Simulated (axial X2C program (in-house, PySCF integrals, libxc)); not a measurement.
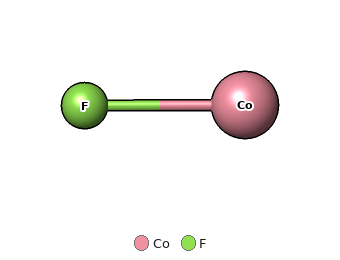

Figure 1. The molecule at the reference distance of 1.689 Å.

CoF⁺: relativistic diatomic calculation

System: CoF⁺, single determinant with Ω = 9/2.
Method: PBE0, two-component X2C with atomic mean-field Coulomb and Gaunt terms, Co dyall-cv3z, F dyall-av3z (cores contracted) (axial X2C program (in-house, PySCF integrals, libxc)).

## Output
```
two-component X2C + atomic mean field  PBE0
basis functions 162  fitting functions 872  grid points 5076
iter        total energy     max residual
   1      -1492.267871944     9.49e-05
   2      -1492.267871956     1.50e-05
   3      -1492.267871958     6.57e-05
   4      -1492.267871962     2.77e-05
   5      -1492.267871962     1.74e-05
converged
one-electron -2208.42908848  Coulomb 710.36013633  exact exchange -17.11269526  xc functional -52.81755676  nuclear repulsion 76.13384384  atomic mean-field constant -0.40251163
```

## The points of the curve

```
R (Å)   E (hartree)  dipole (D; origin at the first atom, positive when the second is positive)  highest filled (eV)  lowest empty (eV)
1.537  −1492.249825                                                                       −2.90               −15.57             −10.75
1.588  −1492.260675                                                                       −3.10               −15.71             −10.86
1.638  −1492.266281                                                                       −3.29               −15.83             −11.03
1.689  −1492.267872                                                                       −3.46               −15.92             −11.19
1.748  −1492.265906                                                                       −3.64               −16.00             −11.37
1.807  −1492.260939                                                                       −3.81               −16.03             −11.53
1.883  −1492.251558                                                                       −4.00               −16.00             −11.73
```

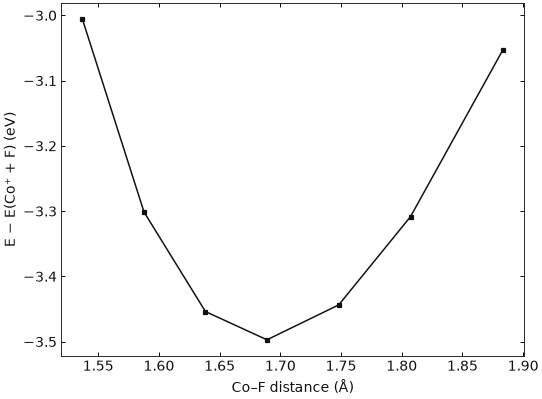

Figure 2. Energy at 7 bond lengths, for one set of occupations held fixed; the line joins the points. A polynomial of degree 5 through 7 points gives rₑ = 1.688 Å, ωₑ = 785.4 cm⁻¹, ωₑxₑ = 3.6 cm⁻¹ and Bₑ = 0.4120 cm⁻¹. The minimum lies 3.50 eV below Co⁺ + F, each computed as one determinant at the same level.

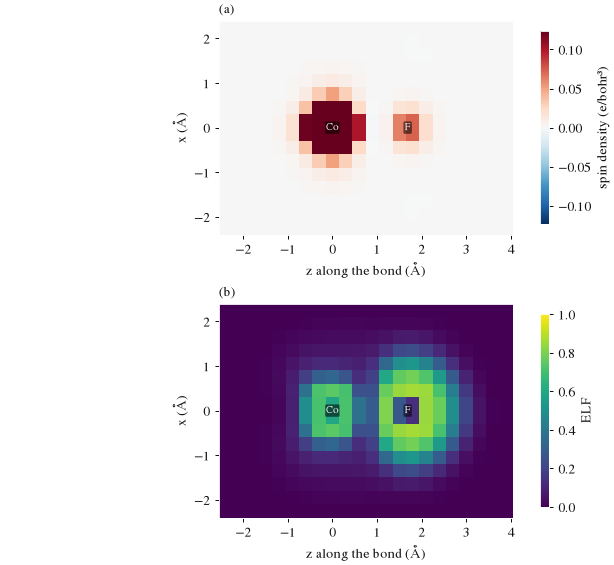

Figure 3. (a) spin density; (b) electron localisation function, in a plane that holds the axis, at 1.69 Å, on points 0.3 Å apart (one half computed, the other mirrored); the structure near the nuclei is finer than these points.

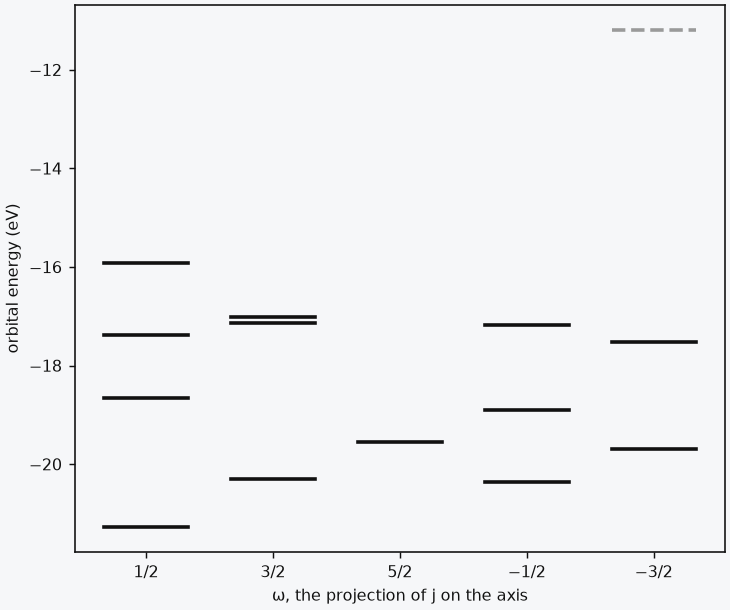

Figure 4. Orbital energies near the frontier at 1.69 Å, filled (solid) and empty (dashed). The highest filled spinor (1/2; 53 % Co d, 44 % F p) lies at −15.92 eV, the lowest empty one (−3/2; 83 % Co d, 13 % F p) at −11.19 eV.

## The input
```
{"zs": [27, 9], "q": 1, "bas": ["dyall-cv3z", "dyall-av3z"], "levels": ["PBE0", "HF", "BP86"], "cc": true, "r0": 1.75, "thr": -2.0, "nmax": 90, "npts": 10, "nst": 2, "ntry": 6}
```

The line is the task of a batch: nuclear charges, charge, bases, the levels to run, a first guess of the distance and further settings. This report covers PBE0 with spin-orbit coupling. The log is that of the reference distance 1.689 Å, started from orbitals converged before.

Launched within a batch (the task file carries these settings):
```bash
python <driver script> task.json out
```

## Key numbers

| quantity | value |
| --- | --- |
| outcome | converged |
| bond length rₑ | 1.688 Å |
| ωₑ | 785.4 cm⁻¹ |
| energy at the minimum | −1492.26787 hartree |
| depth below the fragments | 3.50 eV |
| hardware | 1 thread of AMD EPYC (Zen 3), 24 GiB of memory available, shared host |
| wall time | 3.6 s |
| peak memory | 0.94 GiB |

## Remarks

To bear in mind: 7 of the 10 points asked for were kept.
